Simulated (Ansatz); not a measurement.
# GaH5N2: molecular dynamics

Aim: follow the molecule's vibrations and see whether its bonds hold. The start is relaxed first. Runs: 300 steps of 1 fs at constant energy (fourth-order Milne integrator), with velocities drawn for 700 K.

All numbers below are computed with Ansatz 0.2.0 (RKS BLYP-D4/def2-SVP).

## (1) The structure to begin with

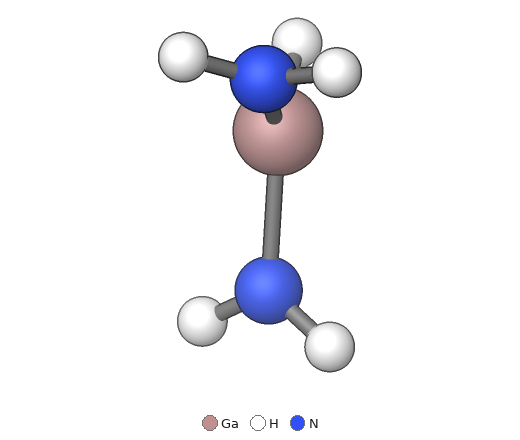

Start, viewed from a free direction; gallium pink, hydrogen white, nitrogen blue.

Coordinates:

```xyz
8

Ga    0.0000    0.0000    0.0000
H     0.0000    0.0000    1.5700
N     1.6714    0.0000   -0.9650
H     2.1380   -0.9179   -1.2168
H     2.1227    0.9179   -1.2432
N    -1.6714    0.0000   -0.9650
H    -2.3403   -0.8164   -0.8664
H    -1.9204    0.8164   -1.5936
```

## (2) Preparing the start

Input file input.yaml:

```yaml
crystal:
  periodic: [false, false, false]
  atoms:
    - { symbol: Ga, position_ang: [0.0, 0.0, 0.0] }
    - { symbol: H, position_ang: [0.0, 0.0, 1.57] }
    - { symbol: "N", position_ang: [1.6714, 0.0, -0.965] }
    - { symbol: H, position_ang: [2.138, -0.9179, -1.2168] }
    - { symbol: H, position_ang: [2.1227, 0.9179, -1.2432] }
    - { symbol: "N", position_ang: [-1.6714, 0.0, -0.965] }
    - { symbol: H, position_ang: [-2.3403, -0.8164, -0.8664] }
    - { symbol: H, position_ang: [-1.9204, 0.8164, -1.5936] }
basis:
  gaussian: { orbitals: def2-SVP }
hamiltonian:
  xc: blyp
  dispersion: d4
relax:
  f_tol: 0.02
  max_steps: 40
output:
  orbitals: {}
```

The run is started by

```console
> ansatz run input.yaml --threads 1 --pin off --max-ram 2048MiB --backend cpu --events-out ev --progress --plain --runs-dir out
```

The log of the run, cut to the lines that bear on the results:

```text
Warning: RAYON_NUM_THREADS=1 ignored (pool sized by the plan → 1); use --threads N
[...]
Functional definition: BLYP
[...]
989 factors; their error is unknown
[...]
mean field -55430.74355841 eV, -2037.0422534640 hartree, gradient 2.2e-5 eV, S^2 0.000000; 0 other end points of the search recorded, 0 dependent functions left out
[...]
reference -55430.74389621 eV, -2037.0422658780 hartree; 25, 25 occupied and 60, 60 virtual orbitals, 989 factors
relax step   1: F+E_penalty+E_count = -55430.99690748 eV  Δ(F+E_penalty+E_count) = +0.000e0 eV  max|allowed force component| = 1.634e0 eV/Å  Δτ_max = 0.0000 Å  (28 SCF iters, accepted)
[...]
relax step   4: F+E_penalty+E_count = -55431.70352712 eV  Δ(F+E_penalty+E_count) = -1.180e-1 eV  max|allowed force component| = 8.020e-1 eV/Å  Δτ_max = 0.2000 Å  (32 SCF iters, accepted)
[...]
relax step   7: F+E_penalty+E_count = -55431.97392446 eV  Δ(F+E_penalty+E_count) = -8.679e-2 eV  max|allowed force component| = 5.334e-1 eV/Å  Δτ_max = 0.2000 Å  (28 SCF iters, accepted)
[...]
relax step  10: F+E_penalty+E_count = -55432.14150660 eV  Δ(F+E_penalty+E_count) = -2.523e-2 eV  max|allowed force component| = 6.808e-2 eV/Å  Δτ_max = 0.2000 Å  (28 SCF iters, accepted)
[...]
relax step  12: F+E_penalty+E_count = -55432.14387589 eV  Δ(F+E_penalty+E_count) = +2.517e-4 eV  max|allowed force component| = 1.226e-1 eV/Å  Δτ_max = 0.0475 Å  (28 SCF iters, rejected (line search))
[...]
relax step  13: F+E_penalty+E_count = -55432.14439923 eV  Δ(F+E_penalty+E_count) = -2.716e-4 eV  max|allowed force component| = 1.603e-2 eV/Å  Δτ_max = 0.0226 Å  (29 SCF iters, accepted)
989 factors; their error is unknown
mean field -55431.87726315 eV, -2037.0839163450 hartree, gradient 2.2e-5 eV, S^2 0.000000; 1 other end points of the search recorded, 0 dependent functions left out
[...]
reference -55431.87758956 eV, -2037.0839283404 hartree; 25, 25 occupied and 60, 60 virtual orbitals, 989 factors
Total energy: -55432.14472565 eV, -2037.0937454103 hartree
Atom 0 at    -0.001711     0.038833     0.014601 Å, force     0.000929     0.003987    -0.000953 eV/Å
Atom 1 at    -0.009139     0.134581     1.576350 Å, force     0.000587    -0.002017    -0.001017 eV/Å
Atom 2 at     1.566408     0.016267    -0.948512 Å, force    -0.009489     0.003017     0.000188 eV/Å
Atom 3 at     1.597770     0.120670    -1.965277 Å, force     0.001302    -0.002475    -0.001170 eV/Å
Atom 4 at     2.460236     0.279488    -0.528739 Å, force     0.004621    -0.001011     0.003197 eV/Å
Atom 5 at    -1.561207    -0.061253    -0.955704 Å, force    -0.000330    -0.004615    -0.016029 eV/Å
Atom 6 at    -2.463671    -0.254595    -0.517044 Å, force     0.000775    -0.000274     0.005187 eV/Å
Atom 7 at    -1.588687    -0.273989    -1.955675 Å, force     0.001605     0.003389     0.010596 eV/Å
Dipole moment:    -0.002468    -0.005228    -0.226636 e Å
```

Run time: 30 s. Hardware: 1 thread of Arm Neoverse V2, shared host; peak memory 0.12 GiB.

Relaxation path:

```csv
step,energy from step 1 (eV),largest force component (eV/Å)
1,0.0000,1.6338
2,-0.3690,1.1273
3,-0.5887,0.8042
4,-0.7066,0.8020
5,-0.8042,0.7243
6,-0.8902,0.5556
7,-0.9770,0.5334
8,-1.0596,0.3867
9,-1.1194,0.2253
10,-1.1446,0.0681
11,-1.1472,0.0147
12x,-1.1470,0.1226
13,-1.1475,0.0160
```

Step 1 is the start. 1 step was tried and not accepted (marked x).

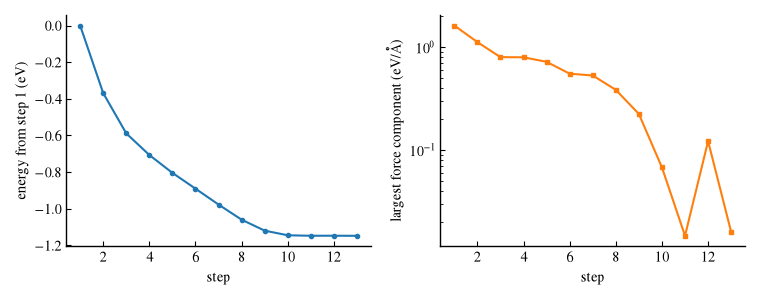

Energy and largest force along the relaxation.

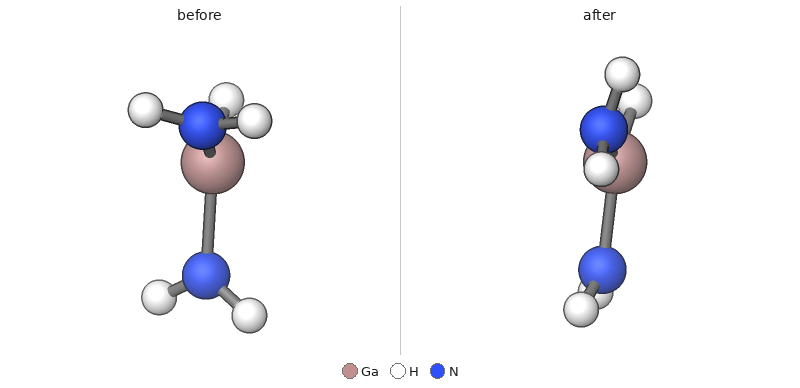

The structure before (left) and after (right), drawn at the same scale.

After: Bond lengths: Ga1–H2 1.565 Å, Ga1–N3 1.840 Å, N3–H4 1.023 Å, N3–H5 1.022 Å, Ga1–N6 1.839 Å, N6–H7 1.022 Å, N6–H8 1.023 Å. Angles: H2–Ga1–N3 121.8°, H2–Ga1–N6 121.7°, N3–Ga1–N6 116.5°, Ga1–N3–H4 123.0°, Ga1–N3–H5 121.8°, H4–N3–H5 110.8°, Ga1–N6–H7 122.2°, Ga1–N6–H8 123.4°, H7–N6–H8 110.9°.

## (3) The run

300 steps of 1 fs at constant energy (fourth-order milne integrator), with velocities drawn for 700 K, from the relaxed start. H is given a mass of 2.014 u.

Input file input.yaml:

```yaml
crystal:
  periodic: [false, false, false]
  atoms:
    - { symbol: Ga, position_ang: [-0.001711, 0.038833, 0.014601] }
    - { symbol: H, position_ang: [-0.009139, 0.134581, 1.57635] }
    - { symbol: "N", position_ang: [1.566408, 0.016267, -0.948512] }
    - { symbol: H, position_ang: [1.59777, 0.12067, -1.965277] }
    - { symbol: H, position_ang: [2.460236, 0.279488, -0.528739] }
    - { symbol: "N", position_ang: [-1.561207, -0.061253, -0.955704] }
    - { symbol: H, position_ang: [-2.463671, -0.254595, -0.517044] }
    - { symbol: H, position_ang: [-1.588687, -0.273989, -1.955675] }
basis:
  gaussian: { orbitals: def2-SVP }
hamiltonian:
  xc: blyp
  dispersion: d4
md:
  timestep: 1.0
  n_steps: 300
  ensemble: nve_milne
  temperature: 700.0
  initial_velocities: maxwell_boltzmann
  seed: 465830
  masses: [{ species: H, mass: 2.014 }]
```

The run is started by

```console
> ansatz run input.yaml --threads 1 --pin off --max-ram 2048MiB --backend cpu --events-out ev --progress --plain --runs-dir out
```

The log of the run, cut to the lines that bear on the results:

```text
Warning: RAYON_NUM_THREADS=1 ignored (pool sized by the plan → 1); use --threads N
[...]
Functional definition: BLYP
[...]
989 factors; their error is unknown
[...]
mean field -55431.87726701 eV, -2037.0839164869 hartree, gradient 6.8e-5 eV, S^2 0.000000; 0 other end points of the search recorded, 0 dependent functions left out
[...]
reference -55431.87759122 eV, -2037.0839284012 hartree; 25, 25 occupied and 60, 60 virtual orbitals, 989 factors
md step     0: t =     0.00 fs  T =   700.0 K  F+E_penalty+E_count = -55432.14440313 eV  E_kin = 0.542892 eV  conserved = -55431.60151113 eV  (26 SCF iters)
[...]
md step    17: t =    17.00 fs  T =   126.0 K  F+E_penalty+E_count = -55431.69889483 eV  E_kin = 0.097693 eV  conserved = -55431.60120178 eV  (29 SCF iters, 3 dispersion substeps)
[...]
md step    34: t =    34.00 fs  T =   529.8 K  F+E_penalty+E_count = -55432.01189801 eV  E_kin = 0.410904 eV  conserved = -55431.60099421 eV  (28 SCF iters, 3 dispersion substeps)
[...]
md step    51: t =    51.00 fs  T =   348.9 K  F+E_penalty+E_count = -55431.87313809 eV  E_kin = 0.270570 eV  conserved = -55431.60256808 eV  (29 SCF iters, 3 dispersion substeps)
[...]
md step    68: t =    68.00 fs  T =   284.6 K  F+E_penalty+E_count = -55431.82227057 eV  E_kin = 0.220752 eV  conserved = -55431.60151814 eV  (30 SCF iters, 3 dispersion substeps)
md step    69: t =    69.00 fs  T =   228.6 K  F+E_penalty+E_count = -55431.77862987 eV  E_kin = 0.177295 eV  conserved = -55431.60133487 eV  (31 SCF iters, 3 dispersion substeps)
md step    70: t =    70.00 fs  T =   157.6 K  F+E_penalty+E_count = -55431.72349838 eV  E_kin = 0.122224 eV  conserved = -55431.60127442 eV  (31 SCF iters, 3 dispersion substeps)
```

## (4) More of the same log: dynamics from the start

The log, continued, cut to the lines that bear on the results:

```text
md step    71: t =    71.00 fs  T =   121.4 K  F+E_penalty+E_count = -55431.69541049 eV  E_kin = 0.094122 eV  conserved = -55431.60128833 eV  (30 SCF iters, 3 dispersion substeps)
[...]
md step    93: t =    93.00 fs  T =   413.3 K  F+E_penalty+E_count = -55431.92276233 eV  E_kin = 0.320502 eV  conserved = -55431.60225999 eV  (29 SCF iters, 3 dispersion substeps)
[...]
md step   115: t =   115.00 fs  T =   441.1 K  F+E_penalty+E_count = -55431.94378445 eV  E_kin = 0.342124 eV  conserved = -55431.60166048 eV  (30 SCF iters, 3 dispersion substeps)
[...]
md step   137: t =   137.00 fs  T =   398.2 K  F+E_penalty+E_count = -55431.91038374 eV  E_kin = 0.308791 eV  conserved = -55431.60159251 eV  (31 SCF iters, 3 dispersion substeps)
[...]
md step   159: t =   159.00 fs  T =   169.8 K  F+E_penalty+E_count = -55431.73477110 eV  E_kin = 0.131692 eV  conserved = -55431.60307928 eV  (30 SCF iters, 3 dispersion substeps)
md step   160: t =   160.00 fs  T =   324.1 K  F+E_penalty+E_count = -55431.85413772 eV  E_kin = 0.251384 eV  conserved = -55431.60275363 eV  (28 SCF iters, 3 dispersion substeps)
md step   161: t =   161.00 fs  T =   447.4 K  F+E_penalty+E_count = -55431.94807447 eV  E_kin = 0.346961 eV  conserved = -55431.60111345 eV  (29 SCF iters, 3 dispersion substeps)
```

## (5) More of the same log: dynamics from the start

Output, continued, cut to the lines that bear on the results:

```text
md step   162: t =   162.00 fs  T =   444.7 K  F+E_penalty+E_count = -55431.94556970 eV  E_kin = 0.344863 eV  conserved = -55431.60070717 eV  (28 SCF iters, 3 dispersion substeps)
[...]
md step   181: t =   181.00 fs  T =   375.6 K  F+E_penalty+E_count = -55431.89269171 eV  E_kin = 0.291324 eV  conserved = -55431.60136740 eV  (31 SCF iters, 3 dispersion substeps)
[...]
md step   200: t =   200.00 fs  T =   392.0 K  F+E_penalty+E_count = -55431.90599011 eV  E_kin = 0.303992 eV  conserved = -55431.60199852 eV  (30 SCF iters, 3 dispersion substeps)
[...]
md step   219: t =   219.00 fs  T =   271.0 K  F+E_penalty+E_count = -55431.81153245 eV  E_kin = 0.210166 eV  conserved = -55431.60136682 eV  (29 SCF iters, 3 dispersion substeps)
[...]
Total energy: -55431.76651449 eV, -2037.0798464068 hartree
Atom 0 at    -0.014815     0.048526     0.014285 Å, force     1.202998     0.005061    -0.194209 eV/Å
Atom 1 at     0.130837     0.158670     1.556934 Å, force    -0.190090    -0.066448     0.184021 eV/Å
Atom 2 at     1.613615     0.023753    -0.938351 Å, force    -0.374966     0.493950    -2.097672 eV/Å
Atom 3 at     1.660009     0.249792    -2.002901 Å, force    -0.118219    -0.570616     2.164552 eV/Å
Atom 4 at     2.574639    -0.109421    -0.587400 Å, force    -0.496862     0.123553     0.108104 eV/Å
Atom 5 at    -1.559100    -0.130377    -0.934831 Å, force    -3.405478     0.117378    -0.504021 eV/Å
Atom 6 at    -2.618550    -0.074247    -0.582820 Å, force     2.976294    -0.072860    -0.514170 eV/Å
Atom 7 at    -1.639744    -0.125519    -1.979087 Å, force     0.406322    -0.030019     0.853397 eV/Å
Dipole moment:    -0.103660     0.051475    -0.255814 e Å
```

It took 11 min on 1 thread of Arm Neoverse V2, shared host; peak memory 0.12 GiB.

## (6) What the atoms did

One step in 16; energies are changes from step 0:

```
time (fs)  T (K)  potential energy change (meV/atom)  total energy change (meV/atom)
      0.0    700                                 0.0                            0.00
     16.0    183                                50.1                            0.00
     32.0    367                                32.3                            0.00
     48.0    467                                22.7                            0.03
     64.0    263                                42.3                           -0.07
     80.0    400                                29.0                           -0.08
     96.0    404                                28.7                            0.05
    112.0    209                                47.6                            0.02
    128.0    412                                27.9                            0.01
    144.0    383                                30.6                           -0.19
    160.0    324                                36.3                           -0.16
    176.0    364                                32.6                            0.05
    192.0    229                                45.7                            0.03
    208.0    309                                38.0                            0.02
    224.0    478                                21.4                           -0.04
    240.0    315                                37.2                           -0.08
    256.0    488                                20.6                            0.00
    272.0    354                                33.6                            0.01
    288.0    227                                45.8                            0.01
    300.0    213                                47.3                            0.02
```

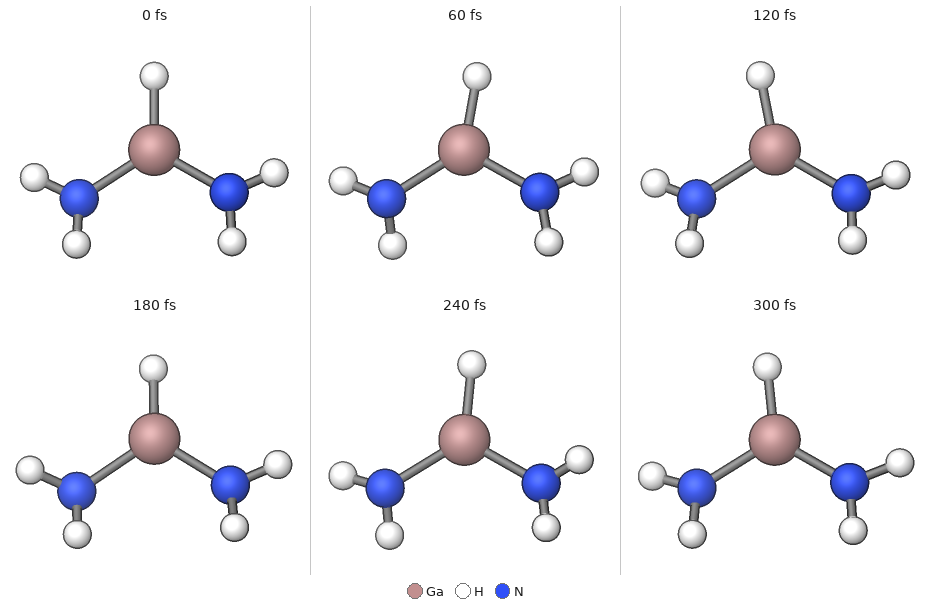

The system at six times, viewed from a chosen angle. Sticks join atoms within a bonding distance in each frame.

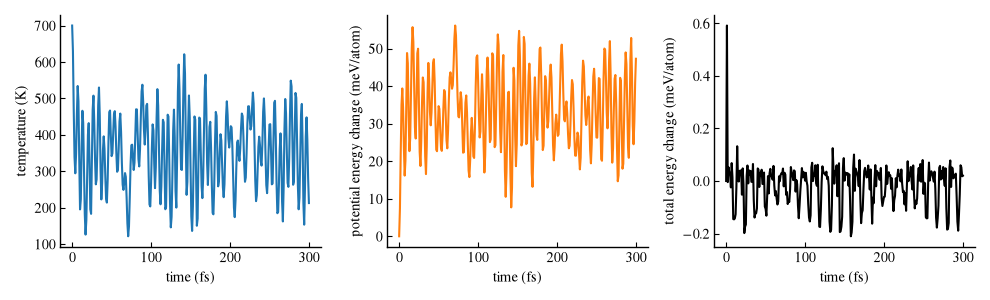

Time series of the run, each on its own scale.

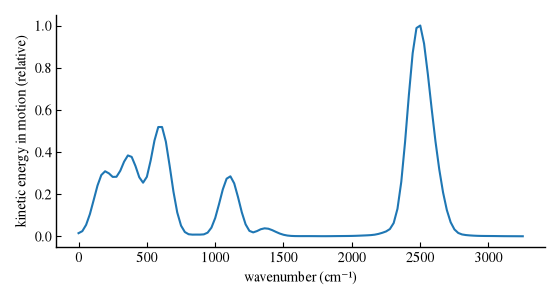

Power spectrum of the mass-weighted velocities; a run of 300 fs resolves no finer than about 220 cm⁻¹.

Maxima of the velocity power spectrum (cm⁻¹, relative height; resolution about 220 cm⁻¹): 190 (31), 360 (38), 610 (52), 1110 (28), 2500 (100).

## (7) Snapshots as a file

Extended XYZ, with forces in eV/Å:

```xyz
8
time_fs=38.0 T=267 dE=0.3345
Ga   -0.002    0.028    0.002   -0.156    0.254    1.015
H     0.122    0.275    1.571   -0.152   -0.149   -0.268
N     1.527    0.113   -0.956   -0.619    0.936    1.209
H     1.625   -0.306   -1.835    0.519   -0.835   -1.825
H     2.344    0.134   -0.380    1.118   -0.078    0.136
N    -1.551   -0.065   -0.935    2.477    0.834    0.790
H    -2.342   -0.403   -0.505   -2.777   -0.940    0.868
H    -1.526    0.051   -1.909   -0.411   -0.021   -1.926
8
time_fs=75.0 T=371 dE=0.2552
Ga    0.006    0.030    0.027   -0.163   -0.154   -1.292
H    -0.293    0.028    1.551    0.249    0.164    0.268
N     1.627    0.177   -1.013   -0.078    0.363    2.031
H     1.575   -0.405   -1.826    0.036   -0.600   -1.032
H     2.556   -0.004   -0.543   -1.105    0.155   -0.377
N    -1.614   -0.065   -0.966    2.417    0.002   -1.088
H    -2.479   -0.136   -0.484   -1.248   -0.179    0.512
H    -1.673   -0.273   -1.990   -0.109    0.249    0.978
8
time_fs=112.0 T=209 dE=0.3808
Ga   -0.011    0.023    0.016    0.519    0.387    0.394
H     0.302    0.328    1.538   -0.424   -0.228   -0.135
N     1.544    0.097   -0.947    2.626   -0.230    0.044
H     1.714    0.151   -1.968   -0.361   -0.146    0.446
H     2.520   -0.022   -0.479   -2.085    0.274   -0.763
N    -1.552   -0.096   -0.938   -1.618   -0.436   -2.870
H    -2.537    0.059   -0.630    0.898   -0.127    0.062
H    -1.608   -0.298   -2.032    0.444    0.505    2.820
8
time_fs=150.0 T=303 dE=0.3078
Ga    0.010    0.058    0.007   -0.567   -0.073    1.093
H    -0.277   -0.067    1.513    0.259    0.109    0.506
N     1.508   -0.030   -0.942    2.934    0.418    0.041
H     1.506    0.245   -1.927    0.061   -0.004   -0.053
H     2.451    0.215   -0.504   -1.415   -0.388   -0.744
N    -1.502   -0.143   -0.924   -2.122    0.024   -3.079
H    -2.429   -0.037   -0.483    0.341   -0.069   -0.067
H    -1.658   -0.121   -2.006    0.508   -0.017    2.304
8
time_fs=188.0 T=402 dE=0.2315
Ga   -0.013    0.062    0.025    0.594   -0.398   -0.491
H     0.154    0.001    1.616   -0.203    0.043   -0.381
N     1.642   -0.066   -0.973   -1.622   -0.263    1.769
H     1.562    0.076   -1.958    0.161    0.273   -1.230
H     2.445    0.415   -0.573    0.254    0.171   -0.037
N    -1.598   -0.161   -0.980    2.902    0.225   -0.172
H    -2.493   -0.240   -0.575   -1.584    0.085    0.466
H    -1.539    0.228   -1.926   -0.502   -0.136    0.076
8
time_fs=225.0 T=445 dE=0.1971
Ga   -0.002    0.027    0.023   -0.066    0.163   -1.183
H    -0.027    0.275    1.551    0.018   -0.078    0.254
N     1.576    0.090   -0.976   -1.913    0.030    0.279
H     1.671   -0.238   -1.926    0.048   -0.163   -0.478
H     2.444    0.195   -0.515    1.447    0.082    0.624
N    -1.580   -0.122   -0.986    2.381   -0.831    2.450
H    -2.411   -0.034   -0.460   -1.585    0.209    0.486
H    -1.627    0.111   -1.926   -0.331    0.589   -2.433
8
time_fs=262.0 T=264 dE=0.3379
Ga    0.008    0.030   -0.003   -0.702    0.065    1.565
H    -0.116    0.083    1.577    0.145    0.086   -0.200
N     1.545    0.200   -0.924    1.337   -1.388   -2.574
H     1.537   -0.270   -1.910   -0.141    1.108    1.684
H     2.305   -0.312   -0.460    0.303    0.228    0.173
N    -1.532   -0.123   -0.910   -3.174    0.616   -0.179
H    -2.501    0.226   -0.555    2.053   -0.814   -0.514
H    -1.629   -0.285   -1.919    0.178    0.098    0.045
8
time_fs=300.0 T=213 dE=0.3782
Ga   -0.015    0.049    0.014    1.203    0.005   -0.194
H     0.131    0.159    1.557   -0.190   -0.066    0.184
N     1.614    0.024   -0.938   -0.375    0.494   -2.098
H     1.660    0.250   -2.003   -0.118   -0.571    2.165
H     2.575   -0.109   -0.587   -0.497    0.124    0.108
N    -1.559   -0.130   -0.935   -3.405    0.117   -0.504
H    -2.619   -0.074   -0.583    2.976   -0.073   -0.514
H    -1.640   -0.126   -1.979    0.406   -0.030    0.853
```

## (8) Outcome

| quantity | value |
| --- | --- |
| relaxation of the start | 11 moves, 1.147 eV lower |
| length | 300 steps of 1 fs |
| temperature, first and last step | 700 and 213 K |
| temperature, second half | mean 349 K, from 136 to 565 K |
| potential energy, second half | +34 meV/atom from the start |
| largest change of the total energy | 0.59 meV/atom |
| bonds formed or broken | 0 |

**Reading.** The temperature starts at 700 K and averages 349 K in the second half, where it ranges from 136 to 565 K. About half is expected from a start at a minimum: kinetic energy passes into potential energy until both shares match. The total energy strays from its start by at most 0.59 meV/atom, 1.7 % of the mean kinetic energy, which is good for a step of 1 fs. The bonding pattern survives the run. A run of 300 fs with 8 atoms shows the motion but fixes no equilibrium value. The nuclei move classically, without zero-point motion, which matters most for hydrogen.
